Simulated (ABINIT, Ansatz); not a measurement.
# Quasiparticle gap of H6PbCNCl3 (Pm) in ABINIT, part 2 of 3

Wanted: ground state, empty states, screening and self-energy for H6PbCNCl3 (Pm).

ABINIT 10.8.3; PBEsol and many-body steps on it, plane waves. Known limits of the many-body steps: not at the basis limit; no spin-orbit coupling; coarse k mesh.

So far. Step 2 (Ground state): The gap is direct, at (0.500, 0.500, 0.500).

## Step 3: Bands along the symmetry lines

Level of this step: DFT, PBEsol, plane waves, norm-conserving pseudopotentials (ABINIT).

The cheap functional maps the bands first; the places of the edges decide which points the dearer methods must see.

File run.abi:

```
acell 3*1.0 Angstrom
rprim 
  5.752832000000 0.000000000000 0.000000000000
  0.000000000000 5.764671000000 0.000000000000
  -0.002604000000 0.000000000000 5.855201000000
ntypat 5
znucl 1 82 6 7 17
natom 12
typat 1 1 1 1 1 1 2 3 4 5 5 5
xred 
  0.879476000000 0.500000000000 0.790423000000
  0.813252000000 0.344072000000 0.047387000000
  0.813252000000 0.655928000000 0.047387000000
  0.229661000000 0.354316000000 0.978538000000
  0.229661000000 0.645684000000 0.978538000000
  0.170957000000 0.500000000000 0.216412000000
  0.473988000000 0.000000000000 0.483874000000
  0.894268000000 0.500000000000 0.976848000000
  0.144932000000 0.500000000000 0.040731000000
  0.427891000000 0.000000000000 0.975558000000
  0.429192000000 0.500000000000 0.520036000000
  0.971826000000 0.000000000000 0.439660000000
pp_dirpath "pseudos"
pseudos "H.upf, Pb.upf, C.upf, N.upf, Cl.upf"
ecut 37
iscf -2
irdden 1
kptopt 0
nkpt 41
kpt 
  0.00000000 0.00000000 0.00000000
  0.00000000 0.12500000 0.00000000
  0.00000000 0.25000000 0.00000000
  0.00000000 0.37500000 0.00000000
  0.00000000 0.50000000 0.00000000
  0.00000000 0.50000000 0.12500000
  0.00000000 0.50000000 0.25000000
  0.00000000 0.50000000 0.37500000
  0.00000000 0.50000000 0.50000000
  0.00000000 0.37500000 0.50000000
  0.00000000 0.25000000 0.50000000
  0.00000000 0.12500000 0.50000000
  0.00000000 0.00000000 0.50000000
  0.00000000 0.00000000 0.37500000
  0.00000000 0.00000000 0.25000000
  0.00000000 0.00000000 0.12500000
  0.00000000 0.00000000 0.00000000
  -0.12500000 0.00000000 0.12500000
  -0.25000000 0.00000000 0.25000000
  -0.37500000 0.00000000 0.37500000
  -0.50000000 0.00000000 0.50000000
  -0.50000000 0.12500000 0.50000000
  -0.50000000 0.25000000 0.50000000
  -0.50000000 0.37500000 0.50000000
  -0.50000000 0.50000000 0.50000000
  -0.37500000 0.50000000 0.37500000
  -0.25000000 0.50000000 0.25000000
  -0.12500000 0.50000000 0.12500000
  0.00000000 0.50000000 0.00000000
  -0.12500000 0.50000000 0.00000000
  -0.25000000 0.50000000 0.00000000
  -0.37500000 0.50000000 0.00000000
  -0.50000000 0.50000000 0.00000000
  -0.50000000 0.37500000 0.00000000
  -0.50000000 0.25000000 0.00000000
  -0.50000000 0.12500000 0.00000000
  -0.50000000 0.00000000 0.00000000
  -0.37500000 0.00000000 0.00000000
  -0.25000000 0.00000000 0.00000000
  -0.12500000 0.00000000 0.00000000
  0.00000000 0.00000000 0.00000000
istwfk *1
nband 36
nbdbuf 2
tolwfr 1e-08
nstep 40
prtwf 0
prtvol 0
indata_prefix "in"
outdata_prefix "out"
tmpdata_prefix "tmp"
```

The run is started by

```bash
OMP_NUM_THREADS=1 mpirun -n 4 abinit run.abi > log
```

Numbers of over 12 decimals in the logs are rounded to 6 here.

The log of the run:

```text
.Version 10.8.3 of ABINIT. v10.8.2 released Aug 2026.

 Symmetries : space group Pm (#  6); Bravais mP (primitive monocl.)
[... echo of the input left out ...]
== DATASET  1 ==================================================================
-   mpi_nproc: 4, omp_nthreads: 1 (-1 if OMP is not activated)

--- !DatasetInfo
iteration_state: {dtset: 1, }
dimensions: {natom: 12, nkpt: 41, mband: 36, nsppol: 1, nspinor: 1, nspden: 1, mpw: 14134, }
cutoff_energies: {ecut:  37.0, pawecutdg:  -1.0, }
electrons: {nelect:   5.80000000E+01, charge:   0.00000000E+00, occopt:   1.00000000E+00, tsmear:   1.00000000E-02, }

 Real(R)+Recip(G) space primitive vectors, cartesian coordinates (Bohr,Bohr^-1):
 R(1)= 10.8712769  0.0000000  0.0000000  G(1)=  0.0919855  0.0000000  0.0000409
 R(2)=  0.0000000 10.8936494  0.0000000  G(2)=  0.0000000  0.0917966  0.0000000
 R(3)= -0.0049208  0.0000000 11.0647263  G(3)=  0.0000000  0.0000000  0.0903773
 Unit cell volume ucvol=  1.3103721E+03 bohr^3
 Angles (23,13,12)=  9.00000000E+01  9.00254813E+01  9.00000000E+01 degrees

 getcut: wavevector=  0.0000  0.0000  0.0000  ngfft=  60  60  64
         ecut(hartree)=     37.000   => boxcut(ratio)=   2.01146

--- Pseudopotential description ------------------------------------------------
- H Generated using ONCVPSP code by D. R. Hamann
-  1.00000   1.00000  180301                  znucl, zion, pspdat
12 -116133 1 -1 1180                          pspcod,pspxc,lmax,lloc,mmax
     nproj     2     1     0
  pspatm : epsatm=    0.35585368
         --- l  ekb(1:nproj) -->
             0   -1.674911   -0.523609
             1   -0.494138
 pspatm: atomic psp has been read  and splines computed

- Pb Generated using ONCVPSP code by D. R. Hamann
- 82.00000  22.00000  180301                  znucl, zion, pspdat
12 -116133 2 -1 1678                          pspcod,pspxc,lmax,lloc,mmax
     nproj     2     2     2
  pspatm : epsatm=   27.24616311
         --- l  ekb(1:nproj) -->
             0   16.718077    2.142855
             1    7.403376    1.248372
[...]
pspatm: atomic psp has been read  and splines computed

- C Generated using ONCVPSP code by D. R. Hamann
-  6.00000   4.00000  180301                  znucl, zion, pspdat
12 -116133 1 -1 1248                          pspcod,pspxc,lmax,lloc,mmax
     nproj     2     2     0
  pspatm : epsatm=    4.34909242
         --- l  ekb(1:nproj) -->
[...]
pspatm: atomic psp has been read  and splines computed

- N Generated using ONCVPSP code by D. R. Hamann
-  7.00000   5.00000  180301                  znucl, zion, pspdat
12 -116133 1 -1 1058                          pspcod,pspxc,lmax,lloc,mmax
     nproj     2     2     0
  pspatm : epsatm=    5.26508482
         --- l  ekb(1:nproj) -->
[...]
pspatm: atomic psp has been read  and splines computed

- Cl Generated using ONCVPSP code by D. R. Hamann
[...]
-4.5378E-02 -4.3970E-02 -3.8847E-02 -2.6626E-02 -2.5655E-02  1.8745E-01
  2.2214E-01  2.2828E-01  2.4399E-01  2.4991E-01  2.6297E-01  2.6694E-01

--- !ResultsGS
iteration_state: {dtset: 1, }
comment   : Summary of ground state results
lattice_vectors:
- [ 10.8712769,   0.0000000,   0.0000000, ]
- [  0.0000000,  10.8936494,   0.0000000, ]
- [ -0.0049208,   0.0000000,  11.0647263, ]
lattice_lengths: [  10.87128,   10.89365,   11.06473, ]
lattice_angles: [ 90.000,  90.025,  90.000, ] # degrees, (23, 13, 12)
lattice_volume:   1.3103721E+03
convergence: {deltae:  0.000E+00, res2:  0.000E+00, residm:  9.982E-09, diffor:  0.000E+00, }
etotal    :  -2.78720347E+02
entropy   :   0.00000000E+00
fermie    :   2.30585142E-02
cartesian_stress_tensor: null
pressure_GPa: null
xred      :
- [  8.7948E-01,   5.0000E-01,   7.9042E-01,  H]
- [  8.1325E-01,   3.4407E-01,   4.7387E-02,  H]
- [  8.1325E-01,   6.5593E-01,   4.7387E-02,  H]
- [  2.2966E-01,   3.5432E-01,   9.7854E-01,  H]
- [  2.2966E-01,   6.4568E-01,   9.7854E-01,  H]
- [  1.7096E-01,   5.0000E-01,   2.1641E-01,  H]
- [  4.7399E-01,   0.0000E+00,   4.8387E-01, Pb]
- [  8.9427E-01,   5.0000E-01,   9.7685E-01,  C]
- [  1.4493E-01,   5.0000E-01,   4.0731E-02,  N]
- [  4.2789E-01,   0.0000E+00,   9.7556E-01, Cl]
- [  4.2919E-01,   5.0000E-01,   5.2004E-01, Cl]
- [  9.7183E-01,   0.0000E+00,   4.3966E-01, Cl]
cartesian_forces: null
force_length_stats: {min: null, max: null, mean: null, }

 Integrated electronic density in atomic spheres:
 ------------------------------------------------
 Atom  Sphere_radius  Integrated_density
[...]
================================================================================

 ----iterations are completed or convergence reached----

 Mean square residual over all n,k,spin=   59.417E-10; max=  99.821E-10
 reduced coordinates (array xred) for   12 atoms
[...]
0.429192000000      0.500000000000      0.520036000000
       0.971826000000      0.000000000000      0.439660000000

 cartesian coordinates (angstrom) at end:
[...]
length scales=  1.889726125908  1.889726125908  1.889726125908 bohr
              =  1.000000000000  1.000000000000  1.000000000000 angstroms
 prteigrs : about to open file out_EIG
 Eigenvalues (hartree) for nkpt=  41  k points:
 kpt#   1, nband= 36, wtk=  1.00000, kpt=  0.0000  0.0000  0.0000 (reduced coord)
[...]
kpt#   2, nband= 36, wtk=  1.00000, kpt=  0.0000  0.1250  0.0000 (reduced coord)
[...]
kpt#   3, nband= 36, wtk=  1.00000, kpt=  0.0000  0.2500  0.0000 (reduced coord)
[...]
kpt#  40, nband= 36, wtk=  1.00000, kpt= -0.1250  0.0000  0.0000 (reduced coord)
[...]
0.23285    0.25239    0.26032    0.26485
 kpt#  41, nband= 36, wtk=  1.00000, kpt=  0.0000  0.0000  0.0000 (reduced coord)
[...]
-0.22029   -0.20982   -0.13893   -0.13859   -0.10951   -0.10925   -0.10202   -0.05003
  -0.04538   -0.04397   -0.03885   -0.02663   -0.02565    0.18745    0.22214    0.22828
   0.24399    0.24991    0.26297    0.26694

== END DATASET(S) ==============================================================
================================================================================

 -outvars: echo values of variables after computation  --------
            nband          36
             nkpt          41
          spgroup           6
 [... the other variables as echoed above ...]

 Calculation completed.
```

It took 2.3 min on 4 MPI ranks of Arm Neoverse V1, shared host; peak memory 0.68 GiB; 9.2 min of CPU time.

Numbers from this step:

- gap: 2.463 eV
- k of the valence top: -0.5, 0.5, 0.5
- k of the conduction bottom: -0.5, 0.5, 0.5
- least direct gap: 2.463 eV

The gap is 2.463 eV, as in the run before at this level.

The electronic bands at the labelled points (eV, zero at the top of the highest filled band):

| point | band 26 | band 27 | band 28 | band 29 | band 30 | band 31 | band 32 | band 33 |
| --- | --- | --- | --- | --- | --- | --- | --- | --- |
| Γ | -1.82 | -1.68 | -1.35 | -1.33 | 4.47 | 5.42 | 5.58 | 6.01 |
| Z | -1.69 | -1.53 | -1.36 | -1.20 | 3.29 | 5.06 | 5.63 | 5.88 |
| D | -1.69 | -1.50 | -1.50 | -0.71 | 2.82 | 2.91 | 5.32 | 6.24 |
| B | -1.64 | -1.64 | -1.37 | -1.23 | 3.16 | 5.30 | 5.50 | 5.84 |
| Γ | -1.82 | -1.68 | -1.35 | -1.33 | 4.47 | 5.42 | 5.58 | 6.01 |
| A | -1.83 | -1.49 | -1.18 | -0.48 | 2.80 | 3.03 | 4.96 | 5.67 |
| E | -1.67 | -1.19 | -1.18 | 0.00 | 2.46 | 2.49 | 2.71 | 5.88 |
| Z | -1.69 | -1.53 | -1.36 | -1.20 | 3.29 | 5.06 | 5.63 | 5.88 |
| C2 | -1.83 | -1.49 | -1.17 | -0.36 | 2.86 | 3.01 | 4.89 | 5.87 |
| Y2 | -1.71 | -1.46 | -1.43 | -0.85 | 3.33 | 4.76 | 5.23 | 5.25 |
| Γ | -1.82 | -1.68 | -1.35 | -1.33 | 4.47 | 5.42 | 5.58 | 6.01 |

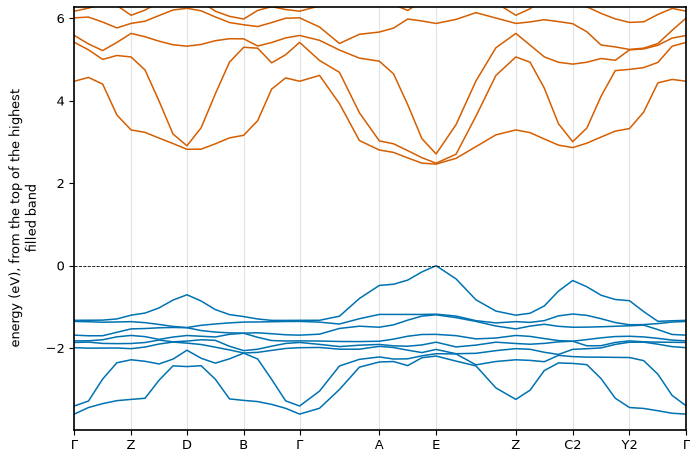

Electronic bands along the path; lines of filled and empty bands in two colours.

## Step 4: Empty states on the mesh, 2×2×2 mesh, 404 bands

The sums over transitions need many empty states on a uniform mesh; this step solves for them.

File run.abi:

```
acell 3*1.0 Angstrom
rprim 
  5.752832000000 0.000000000000 0.000000000000
  0.000000000000 5.764671000000 0.000000000000
  -0.002604000000 0.000000000000 5.855201000000
ntypat 5
znucl 1 82 6 7 17
natom 12
typat 1 1 1 1 1 1 2 3 4 5 5 5
xred 
  0.879476000000 0.500000000000 0.790423000000
  0.813252000000 0.344072000000 0.047387000000
  0.813252000000 0.655928000000 0.047387000000
  0.229661000000 0.354316000000 0.978538000000
  0.229661000000 0.645684000000 0.978538000000
  0.170957000000 0.500000000000 0.216412000000
  0.473988000000 0.000000000000 0.483874000000
  0.894268000000 0.500000000000 0.976848000000
  0.144932000000 0.500000000000 0.040731000000
  0.427891000000 0.000000000000 0.975558000000
  0.429192000000 0.500000000000 0.520036000000
  0.971826000000 0.000000000000 0.439660000000
pp_dirpath "pseudos"
pseudos "H.upf, Pb.upf, C.upf, N.upf, Cl.upf"
ecut 37
ngkpt 2 2 2
nshiftk 1
shiftk 0 0 0
kptopt 1
chksymbreak 0
iscf -2
irdden 1
istwfk *1
nband 404
nbdbuf 36
tolwfr 1e-09
nstep 60
prtvol 0
indata_prefix "in"
outdata_prefix "out"
tmpdata_prefix "tmp"
```

The log of the run:

```text
.Version 10.8.3 of ABINIT. v10.8.2 released Aug 2026.

 Symmetries : space group Pm (#  6); Bravais mP (primitive monocl.)
[... echo of the input left out ...]
== DATASET  1 ==================================================================
-   mpi_nproc: 4, omp_nthreads: 1 (-1 if OMP is not activated)

--- !DatasetInfo
iteration_state: {dtset: 1, }
dimensions: {natom: 12, nkpt: 8, mband: 404, nsppol: 1, nspinor: 1, nspden: 1, mpw: 14134, }
cutoff_energies: {ecut:  37.0, pawecutdg:  -1.0, }
electrons: {nelect:   5.80000000E+01, charge:   0.00000000E+00, occopt:   1.00000000E+00, tsmear:   1.00000000E-02, }

 Real(R)+Recip(G) space primitive vectors, cartesian coordinates (Bohr,Bohr^-1):
 R(1)= 10.8712769  0.0000000  0.0000000  G(1)=  0.0919855  0.0000000  0.0000409
 R(2)=  0.0000000 10.8936494  0.0000000  G(2)=  0.0000000  0.0917966  0.0000000
 R(3)= -0.0049208  0.0000000 11.0647263  G(3)=  0.0000000  0.0000000  0.0903773
 Unit cell volume ucvol=  1.3103721E+03 bohr^3
 Angles (23,13,12)=  9.00000000E+01  9.00254813E+01  9.00000000E+01 degrees

 getcut: wavevector=  0.0000  0.0000  0.0000  ngfft=  60  60  64
         ecut(hartree)=     37.000   => boxcut(ratio)=   2.01146

--- Pseudopotential description ------------------------------------------------
- H Generated using ONCVPSP code by D. R. Hamann
-  1.00000   1.00000  180301                  znucl, zion, pspdat
12 -116133 1 -1 1180                          pspcod,pspxc,lmax,lloc,mmax
     nproj     2     1     0
  pspatm : epsatm=    0.35585368
         --- l  ekb(1:nproj) -->
             0   -1.674911   -0.523609
             1   -0.494138
 pspatm: atomic psp has been read  and splines computed

- Pb Generated using ONCVPSP code by D. R. Hamann
- 82.00000  22.00000  180301                  znucl, zion, pspdat
12 -116133 2 -1 1678                          pspcod,pspxc,lmax,lloc,mmax
     nproj     2     2     2
  pspatm : epsatm=   27.24616311
         --- l  ekb(1:nproj) -->
             0   16.718077    2.142855
             1    7.403376    1.248372
[...]
pspatm: atomic psp has been read  and splines computed

- C Generated using ONCVPSP code by D. R. Hamann
-  6.00000   4.00000  180301                  znucl, zion, pspdat
12 -116133 1 -1 1248                          pspcod,pspxc,lmax,lloc,mmax
     nproj     2     2     0
  pspatm : epsatm=    4.34909242
         --- l  ekb(1:nproj) -->
[...]
pspatm: atomic psp has been read  and splines computed

- N Generated using ONCVPSP code by D. R. Hamann
-  7.00000   5.00000  180301                  znucl, zion, pspdat
12 -116133 1 -1 1058                          pspcod,pspxc,lmax,lloc,mmax
     nproj     2     2     0
  pspatm : epsatm=    5.26508482
         --- l  ekb(1:nproj) -->
[...]
pspatm: atomic psp has been read  and splines computed

- Cl Generated using ONCVPSP code by D. R. Hamann
[...]
-5.7152E-01 -5.6838E-01 -5.6756E-01 -5.6724E-01 -4.9554E-01 -4.7703E-01
 -4.6360E-01 -4.2362E-01 -2.9521E-01 -2.8891E-01 -2.2029E-01 -2.0982E-01
[...]
3.0599E+00  3.0627E+00  3.0679E+00  3.0695E+00  3.0764E+00  3.0872E+00
  3.0955E+00  3.0962E+00  3.1065E+00  3.1104E+00  3.1165E+00  3.1232E+00
  3.1256E+00  3.1321E+00
 prteigrs : prtvol=0 or 1, do not print more k-points.

--- !ResultsGS
iteration_state: {dtset: 1, }
comment   : Summary of ground state results
lattice_vectors:
- [ 10.8712769,   0.0000000,   0.0000000, ]
- [  0.0000000,  10.8936494,   0.0000000, ]
- [ -0.0049208,   0.0000000,  11.0647263, ]
lattice_lengths: [  10.87128,   10.89365,   11.06473, ]
lattice_angles: [ 90.000,  90.025,  90.000, ] # degrees, (23, 13, 12)
lattice_volume:   1.3103721E+03
convergence: {deltae:  0.000E+00, res2:  0.000E+00, residm:  9.959E-10, diffor:  0.000E+00, }
etotal    :  -2.78720347E+02
entropy   :   0.00000000E+00
fermie    :   2.30585142E-02
cartesian_stress_tensor: null
pressure_GPa: null
xred      :
- [  8.7948E-01,   5.0000E-01,   7.9042E-01,  H]
- [  8.1325E-01,   3.4407E-01,   4.7387E-02,  H]
- [  8.1325E-01,   6.5593E-01,   4.7387E-02,  H]
- [  2.2966E-01,   3.5432E-01,   9.7854E-01,  H]
- [  2.2966E-01,   6.4568E-01,   9.7854E-01,  H]
- [  1.7096E-01,   5.0000E-01,   2.1641E-01,  H]
- [  4.7399E-01,   0.0000E+00,   4.8387E-01, Pb]
- [  8.9427E-01,   5.0000E-01,   9.7685E-01,  C]
- [  1.4493E-01,   5.0000E-01,   4.0731E-02,  N]
- [  4.2789E-01,   0.0000E+00,   9.7556E-01, Cl]
- [  4.2919E-01,   5.0000E-01,   5.2004E-01, Cl]
- [  9.7183E-01,   0.0000E+00,   4.3966E-01, Cl]
cartesian_forces: null
force_length_stats: {min: null, max: null, mean: null, }

 Integrated electronic density in atomic spheres:
 ------------------------------------------------
 Atom  Sphere_radius  Integrated_density
[...]
================================================================================

 ----iterations are completed or convergence reached----

 Mean square residual over all n,k,spin=   32.531E-11; max=  99.589E-11
 reduced coordinates (array xred) for   12 atoms
[...]
0.429192000000      0.500000000000      0.520036000000
       0.971826000000      0.000000000000      0.439660000000

 cartesian coordinates (angstrom) at end:
    1      5.057419     2.882335     4.628086
    2      4.678379     1.983462     0.277460
[...]
12      5.589607     0.000000     2.574298
 length scales=  1.889726125908  1.889726125908  1.889726125908 bohr
              =  1.000000000000  1.000000000000  1.000000000000 angstroms
 prteigrs : about to open file out_EIG
 Eigenvalues (hartree) for nkpt=   8  k points:
 kpt#   1, nband=404, wtk=  0.12500, kpt=  0.0000  0.0000  0.0000 (reduced coord)
[...]
3.03404    3.03556    3.03803    3.04465    3.05003    3.05453    3.05991    3.06269
   3.06788    3.06955    3.07643    3.08717    3.09551    3.09618    3.10655    3.11035
   3.11655    3.12318    3.12558    3.13213
 prteigrs : prtvol=0 or 1, do not print more k-points.

== END DATASET(S) ==============================================================
================================================================================

 -outvars: echo values of variables after computation  --------
            nband         404
             nkpt           8
          spgroup           6
 [... the other variables as echoed above ...]

 Calculation completed.
```

It took 15 min on 4 MPI ranks; peak memory 1.2 GiB.

Numbers from this step:

| Property | Result |
| --- | --- |
| gap | 2.463 eV |
| k of the valence top | 0.5, 0.5, 0.5 |
| k of the conduction bottom | 0.5, 0.5, 0.5 |
| least direct gap | 2.463 eV |
| k points computed | 8 |
| lowest point of the top converged band, above the valence top | 78.7982 eV |

On this mesh the gap is 2.463 eV.

(Continued in part 3 of 3.)

[Paths, hosts, dates, memory and timing lines, banners, echoed tables and standing remarks are left out of the program output.]

[Logs are printed without paths, hosts, clocks, repeated set-up lines and the standing remarks that a program may print on its own settings, such as how far it seeks lower states.]

[Runs of the session that timed out or met a known fault of the program may be left out.]

[Hosts, paths, dates, database ids (printed as entryN), source tags and the programs' standing remarks are cut or masked in the printed files.]

[G0W0 gaps are taken among the corrected bands and points alone; a level outside them can change the order at an edge.]

[Where Ansatz stands beside ABINIT at settings called matched, ABINIT's density can come from a denser mesh and the files from another edition; pairs whose starting gaps differed by over 0.03 eV were left out, so agreement reads better than it is.]
